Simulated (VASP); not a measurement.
Band structure of Nb (bcc). Method: TPSS meta-GGA, VASP's PBE PAW potentials (set 64) (plane waves; VASP 6.6.1).

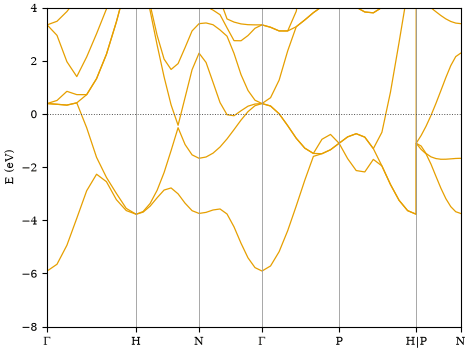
Fig. 1. Bands along high-symmetry lines, zero at the valence-band maximum or, without a gap, the Fermi level

Q: Read the plot: is there a gap, and where are the band edges?

A: It has no gap at this level: it comes out as a metal or semimetal.

The compound is Nb in the bcc structure. It was relaxed first.
